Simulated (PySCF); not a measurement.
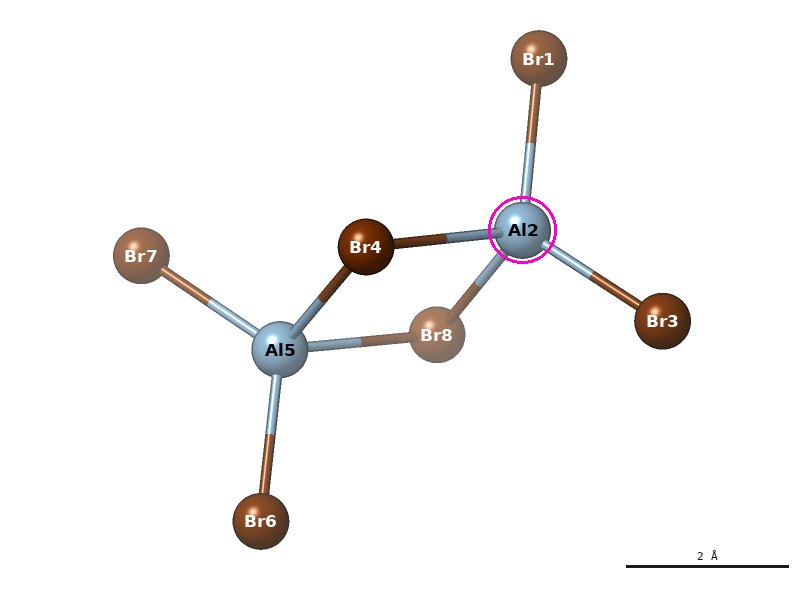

Orthographic view. Depth is shown by fading: the farther an atom, the more it takes the colour of the background. Computed geometry: PBE0-D3(BJ)/def2-SVP optimisation. No frequency run is at hand to confirm it as a minimum.

Q: Which atoms are bonded to the circled atom?

A: The circled atom is Al2; it is bonded to Br1, Br3, Br4, Br8.

Q: Which atom is nearest the viewer?

A: Br4, 1.6 Å in front of the mean position.

Q: Which atom is farthest from the viewer?

A: Br8, 1.6 Å behind the mean position.
